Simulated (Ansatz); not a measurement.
# BSiHF (quartet): correlated methods under varied settings

Aim: run BSiHF (quartet) at one geometry under a spread of methods and options, and see what each costs and gives.

Computed with Ansatz 0.2.0, Gaussian basis. Level: the settings change from run to run.

25 further runs of the same task are left out: 13 that didn't finish, 12 set aside as unsound or not needed.

## Step 1: What is computed

The geometry is a PBE0/def2-TZVP stationary point (not a proven minimum).

4 atoms, charge 0, spin multiplicity 4.

Atoms are counted from 1 here; the program's logs count them from 0.

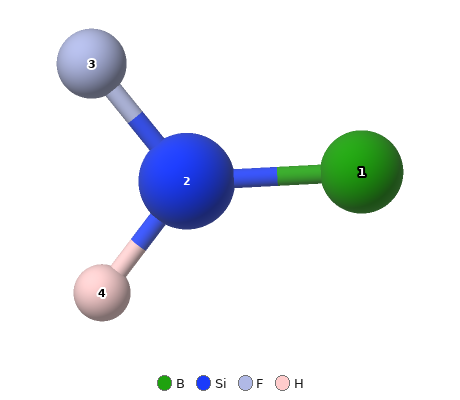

The structure; boron green, silicon blue, fluorine light blue, hydrogen pink; atoms are numbered from 1 in the order of the file.

## Step 2: CCSD(T) on ROHF/cc-pVDZ

in.yaml reads:

```yaml
crystal:
  periodic: [false, false, false]
  atoms:
    - {symbol: B, position_ang: [0.000000, -0.501036, 1.797314]}
    - {symbol: Si, position_ang: [0.000000, 0.361580, 0.166961]}
    - {symbol: F, position_ang: [0.000000, -0.345292, -1.261620]}
    - {symbol: H, position_ang: [0.000000, 1.807190, -0.149981]}
basis:
  gaussian: {orbitals: cc-pVDZ}
magnetization: {spin_polarized: false, initial_magnetization: 3}
correlation: {method: ccsd_t, electrons: outside_noble_gas}
scf: {lower_state_search: off}
```

Run with:

```sh
$ ansatz run in.yaml --threads 1 --pin off --events-out ev --progress --plain --max-ram 2393MiB
```

Output (excerpt; [...] marks lines left out):

```text
Functional definition: HF
  name "HF"
  cite "Fock, Z. Phys. 61, 126 (1930) doi:10.1007/BF01340294"
  parent pbe
[...]
489 factors; integrals over basis functions are off by at most 9.7e-4 eV
[...]
mean field -11252.88045528 eV, -413.5357292552 hartree, gradient 2.4e-6 eV, S^2 3.750000; 0 other end points of the search recorded, 0 dependent functions left out
7 core orbitals not correlated: weight in the atoms' cores, before any rotation towards them, 1.000 or more for the frozen orbitals, at most 0.000 for the correlated occupied ones
reference -11252.88045528 eV, -413.5357292552 hartree; 9, 6 occupied and 35, 38 virtual orbitals, 489 factors
second order -8.30948613 eV of doubles, -0.02338029 eV of singles
cycle   1  -8.67383224 eV  change   -3.4e-1 eV  update   8.3e-2
[...]
cycle  11  -9.01757228 eV  change   -2.1e-6 eV  update   1.6e-5
perturbative correction -0.21237011 eV, -0.0078044575 hartree
Total energy: -11262.11039767 eV, -413.8749233818 hartree
Checks for a lower state left out: stability, starts, cluster_reference, orbital_swaps, neighbouring_geometries, increment
```

It took 1.3 s on 1 thread of Arm Neoverse V2, shared host.

From the report: correlation -9.2299 eV; T1 0.020; largest double amplitude 0.05.

## Step 3: NEVPT2(7,7)/STO-3G

Edit in.yaml of step 2 so:

```diff
@@ -8,5 +8,6 @@
 basis:
-  gaussian: {orbitals: cc-pVDZ}
+  gaussian: {orbitals: STO-3G, fitting: {mean_field: def2-universal-jkfit}}
 magnetization: {spin_polarized: false, initial_magnetization: 3}
-correlation: {method: ccsd_t, electrons: outside_noble_gas}
-scf: {lower_state_search: off}
+correlation: {method: sc_nevpt2, electrons: all, active_space: {window: {electrons: 7, orbitals: 7}}}
+accuracy: high
+output: {forces: true}
```

The command is unchanged.

Output (excerpt; [...] marks lines left out):

```text
Functional definition: HF
  name "HF"
  cite "Fock, Z. Phys. 61, 126 (1930) doi:10.1007/BF01340294"
  parent pbe
[...]
298 factors; integrals over basis functions are off by at most 7.5e-3 eV
[...]
mean field -11112.89400659 eV, -408.3913221521 hartree, gradient 8.7e-9 eV, S^2 3.750000; 0 other end points of the search recorded, 0 dependent functions left out
reference -11112.89400659 eV, -408.3913221521 hartree; 16, 13 occupied and 4, 7 virtual orbitals, 298 factors
state -11113.80396114 eV, -408.4247623651 hartree
state -11113.80396114 eV, -408.4247623651 hartree; corrected -11114.90582190 eV, -408.4652550012 hartree
state -11113.71149045 eV, -408.4213641298 hartree
state -11113.71149045 eV, -408.4213641298 hartree; corrected -11114.90885838 eV, -408.4653665897 hartree
state -11113.71149045 eV, -408.4213641298 hartree; corrected -11114.90885838 eV, -408.4653665897 hartree
state -11113.75013834 eV, -408.4227844138 hartree
state -11113.75013834 eV, -408.4227844138 hartree; corrected -11114.93438732 eV, -408.4663047608 hartree
state -11113.75013834 eV, -408.4227844138 hartree; corrected -11114.93438732 eV, -408.4663047608 hartree
the orbitals are reached from a further start. From the first start the search ends at -11113.80392955 eV, -408.4247612042 hartree
[...]
WARN: the results are in doubt because another end's mean lies 0.054 eV lower, and its corrected mean 0.029 eV higher
Total energy: -11114.93438732 eV, -408.4663047608 hartree
Atom 0 at     0.000000    -0.501036     1.797314 Å, force    -0.000000     0.255315    -0.493388 eV/Å
Atom 1 at     0.000000     0.361580     0.166961 Å, force    -0.000000     1.385257     1.308312 eV/Å
Atom 2 at     0.000000    -0.345292    -1.261620 Å, force     0.000000    -0.732779    -1.162966 eV/Å
Atom 3 at     0.000000     1.807190    -0.149981 Å, force     0.000000    -0.907793     0.348041 eV/Å
Dipole moment:     0.000000     0.143940    -0.091223 e Å
In doubt: another end's mean lies 0.054 eV lower, and its corrected mean 0.029 eV higher
```

Run time: 3.7 s. Hardware: 1 thread of Arm Neoverse V2, shared host.

From the report: 220 determinants; active occupations 2.00, 1.97, 1.00, 1.00, 0.98, 0.03, 0.03. Mind the lines of doubt at the end of the log.

## Step 4: NEVPT4(SD)(9,6)/STO-3G

in.yaml reads:

```yaml
crystal:
  periodic: [false, false, false]
  atoms:
    - {symbol: B, position_ang: [0.000000, -0.501036, 1.797314]}
    - {symbol: Si, position_ang: [0.000000, 0.361580, 0.166961]}
    - {symbol: F, position_ang: [0.000000, -0.345292, -1.261620]}
    - {symbol: H, position_ang: [0.000000, 1.807190, -0.149981]}
basis:
  gaussian: {orbitals: STO-3G}
magnetization: {spin_polarized: false, initial_magnetization: 3}
hamiltonian: {pseudopotentials: {relativity: scalar}}
correlation: {method: fic_nevpt4_sd, electrons: outside_noble_gas, active_space: {window: {electrons: 9, orbitals: 6}, states: [{multiplicity: 4, weights: [0.5, 1]}], root: 0}}
accuracy: high
scf: {lower_state_search: off}
```

The command is unchanged.

Output (excerpt; [...] marks lines left out):

```text
Functional definition: HF
  name "HF"
  cite "Fock, Z. Phys. 61, 126 (1930) doi:10.1007/BF01340294"
  parent pbe
[...]
360 factors; integrals over basis functions are off by at most 1.4e-8 eV
[...]
mean field -11127.40823293 eV, -408.9247101321 hartree, gradient 3.5e-8 eV, S^2 3.750000; 0 other end points of the search recorded, 0 dependent functions left out
reference -11127.40823293 eV, -408.9247101321 hartree; 16, 13 occupied and 4, 7 virtual orbitals, 360 factors
state -11126.35959980 eV, -408.8861735752 hartree
state -11120.98109067 eV, -408.6885170104 hartree
state -11126.35959980 eV, -408.8861735752 hartree; corrected -11129.74131244 eV, -409.0104492227 hartree
state -11120.98109067 eV, -408.6885170104 hartree; corrected -11123.97112594 eV, -408.7983987799 hartree
Total energy: -11129.74131244 eV, -409.0104492227 hartree
Relativity: scalar
Checks for a lower state left out: stability, starts, cluster_reference, orbital_swaps, neighbouring_geometries, increment
```

Run time: 0.81 s. Hardware: 1 thread of Arm Neoverse V2, shared host.

From the report: 10 determinants; active occupations (of the averaged states) 2.00, 2.00, 1.67, 1.33, 1.00, 1.00.

## Step 5: BCCD(T) on ROHF/cc-pVDZ

in.yaml reads:

```yaml
crystal:
  periodic: [false, false, false]
  atoms:
    - {symbol: B, position_ang: [0.000000, -0.501036, 1.797314]}
    - {symbol: Si, position_ang: [0.000000, 0.361580, 0.166961]}
    - {symbol: F, position_ang: [0.000000, -0.345292, -1.261620]}
    - {symbol: H, position_ang: [0.000000, 1.807190, -0.149981]}
basis:
  gaussian: {orbitals: cc-pVDZ}
magnetization: {spin_polarized: false, initial_magnetization: 3}
correlation: {method: bccd_t, electrons: outside_noble_gas}
scf: {lower_state_search: off}
output: {forces: true}
```

The command is unchanged.

Output (excerpt; [...] marks lines left out):

```text
Functional definition: HF
  name "HF"
  cite "Fock, Z. Phys. 61, 126 (1930) doi:10.1007/BF01340294"
  parent pbe
[...]
489 factors; integrals over basis functions are off by at most 9.7e-4 eV
[...]
mean field -11252.88045528 eV, -413.5357292552 hartree, gradient 2.4e-6 eV, S^2 3.750000; 0 other end points of the search recorded, 0 dependent functions left out
7 core orbitals not correlated: weight in the atoms' cores, before any rotation towards them, 1.000 or more for the frozen orbitals, at most 0.000 for the correlated occupied ones
reference -11252.88045528 eV, -413.5357292552 hartree; 9, 6 occupied and 35, 38 virtual orbitals, 489 factors
second order -8.30948613 eV of doubles, -0.02338029 eV of singles
cycle   1  -8.67901941 eV  change   -3.5e-1 eV  update   8.3e-2
[...]
cycle  15  -8.99443540 eV  change    1.1e-7 eV  update   7.7e-7
perturbative correction -0.23947900 eV, -0.0088006910 hartree
[...]
Total energy: -11262.11436968 eV, -413.8750693504 hartree
Atom 0 at     0.000000    -0.501036     1.797314 Å, force     0.000000    -0.289599     0.603590 eV/Å
Atom 1 at     0.000000     0.361580     0.166961 Å, force    -0.000000     1.059998     1.310941 eV/Å
Atom 2 at     0.000000    -0.345292    -1.261620 Å, force     0.000000    -0.908449    -1.890944 eV/Å
Atom 3 at     0.000000     1.807190    -0.149981 Å, force     0.000000     0.138050    -0.023588 eV/Å
Dipole moment:     0.000000     0.297623    -0.112628 e Å
Checks for a lower state left out: starts, cluster_reference, orbital_swaps, neighbouring_geometries, increment
```

It took 7.5 s on 1 thread of Arm Neoverse V2, shared host.

From the report: correlation -9.2339 eV; largest double amplitude 0.04.

## Step 6: MP2 on ROHF/cc-pVDZ

Edit in.yaml of step 5 so:

```diff
@@ -10,4 +10,3 @@
 magnetization: {spin_polarized: false, initial_magnetization: 3}
-correlation: {method: bccd_t, electrons: outside_noble_gas}
-scf: {lower_state_search: off}
+correlation: {method: mp2, electrons: outside_noble_gas}
 output: {forces: true}
```

Same command.

Output (excerpt; [...] marks lines left out):

```text
Functional definition: HF
  name "HF"
  cite "Fock, Z. Phys. 61, 126 (1930) doi:10.1007/BF01340294"
  parent pbe
[...]
489 factors; integrals over basis functions are off by at most 9.7e-4 eV
[...]
mean field -11252.88045528 eV, -413.5357292552 hartree, gradient 2.4e-6 eV, S^2 3.750000; 0 other end points of the search recorded, 0 dependent functions left out
7 core orbitals not correlated: weight in the atoms' cores, before any rotation towards them, 1.000 or more for the frozen orbitals, at most 0.000 for the correlated occupied ones
reference -11252.88045528 eV, -413.5357292552 hartree; 9, 6 occupied and 35, 38 virtual orbitals, 489 factors
second order -8.30948613 eV of doubles, -0.02338029 eV of singles
[...]
Total energy: -11261.21332170 eV, -413.8419564478 hartree
Atom 0 at     0.000000    -0.501036     1.797314 Å, force     0.000000    -0.161790     0.377678 eV/Å
Atom 1 at     0.000000     0.361580     0.166961 Å, force    -0.000000     0.994069     1.457363 eV/Å
Atom 2 at     0.000000    -0.345292    -1.261620 Å, force     0.000000    -0.868812    -1.832471 eV/Å
Atom 3 at     0.000000     1.807190    -0.149981 Å, force    -0.000000     0.036533    -0.002570 eV/Å
Dipole moment:    -0.000000     0.303019    -0.123953 e Å
```

It took 0.9 s on 1 thread of Arm Neoverse V2, shared host.

## Step 7: All runs side by side

Where basis and cores are those of an earlier UCCSDT(Q)/cc-pVDZ run (-11262.1635 eV), and the state is the same kind, the miss against it is given. † marks a result that the program doubts.

```tsv
level	correlated	functions	energy (eV)	from UCCSDT(Q) (meV)	time
CCSD(T) on ROHF/cc-pVDZ	outside noble gas	51	-11262.1104	53.1	1.3 s
NEVPT2(7,7)/STO-3G †	all	20	-11114.9344		3.7 s
NEVPT4(SD)(9,6)/STO-3G (lowest root of an average, relativity set)	outside noble gas	20	-11129.7413		0.81 s
BCCD(T) on ROHF/cc-pVDZ	outside noble gas	51	-11262.1144	49.2	7.5 s
MP2 on ROHF/cc-pVDZ	outside noble gas	51	-11261.2133	950.2	0.9 s
```

## Step 8: Outcome

| quantity | value |
| --- | --- |
| runs | 5 |
| quickest | NEVPT4(SD)(9,6)/STO-3G (lowest root of an average, relativity set), 0.81 s |
| slowest | BCCD(T) on ROHF/cc-pVDZ, 7.5 s |

**Reading.** Total energies in different bases, with other cores or another treatment of relativity can't be set against each other. BCCD(T) on ROHF/cc-pVDZ took 9 times as long as NEVPT4(SD)(9,6)/STO-3G (lowest root of an average, relativity set); the jobs differ in more than the method. Among the correlated runs with a miss given, it spans +49 to +950 meV.
